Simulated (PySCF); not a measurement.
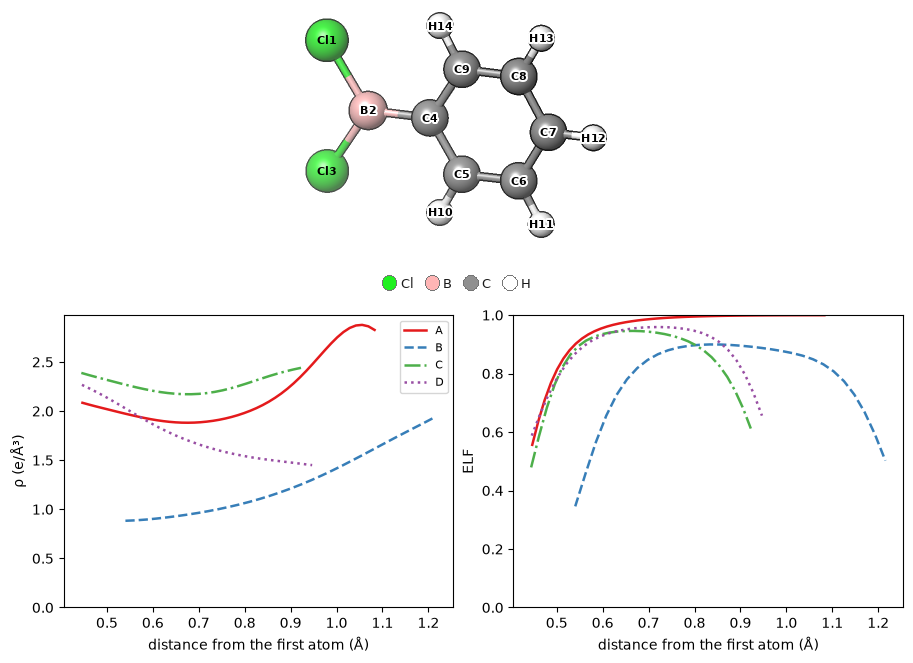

The picture shows: C6H5BCl2 (charge −1, doublet). Total electron density and ELF along straight lines between neighbouring atoms. The curves leave out the atomic cores. The structure is drawn too.

Geometry: GFN2-xTB.

Computed with UKS B3LYP, pcH-1 on B C Cl H, non-relativistic, mean-field spin-orbit, GIAO (PySCF 2.14.0, density-fitted response routines).

```yaml
atoms:
  - { symbol: Cl, position_ang: [2.9055, -2.1790, -0.4543] }
  - { symbol: B, position_ang: [2.2648, -0.4998, -0.3421] }
  - { symbol: Cl, position_ang: [3.5373, 0.7615, -0.5224] }
  - { symbol: C, position_ang: [0.8297, -0.1844, -0.1256] }
  - { symbol: C, position_ang: [0.3401, 1.1603, -0.0399] }
  - { symbol: C, position_ang: [-0.9815, 1.4454, 0.1601] }
  - { symbol: C, position_ang: [-1.9294, 0.4260, 0.2920] }
  - { symbol: C, position_ang: [-1.4925, -0.8996, 0.2107] }
  - { symbol: C, position_ang: [-0.1739, -1.1988, 0.0108] }
  - { symbol: H, position_ang: [1.0562, 1.9668, -0.1404] }
  - { symbol: H, position_ang: [-1.3060, 2.4804, 0.2166] }
  - { symbol: H, position_ang: [-2.9747, 0.6574, 0.4535] }
  - { symbol: H, position_ang: [-2.2167, -1.7031, 0.3077] }
  - { symbol: H, position_ang: [0.1404, -2.2335, -0.0489] }
```

> Which curve belongs to which contact (B–Cl, C–B, C–C and C–H)? The first atom named is at distance zero.

Curve A: C–H (1.08 Å): ρ is about 2 e/Å³ halfway; the ELF climbs to about 1 towards the hydrogen, as it does in any bond to H: a covalent bond by its length. Curve B: B–Cl (1.80 Å): ρ is about 1.2 e/Å³ halfway; the ELF peaks at about 0.90 between the atoms: a shared but strongly polarised pair. Curve C: C–C (1.37 Å): the density is about 2.2 e/Å³ at the midpoint; the ELF peaks at about 0.95 between the atoms; a covalent bond. Curve D: C–B (1.49 Å): ρ at the midpoint is about 1.6 e/Å³; the ELF peaks at about 0.95 between the atoms: a covalent bond.
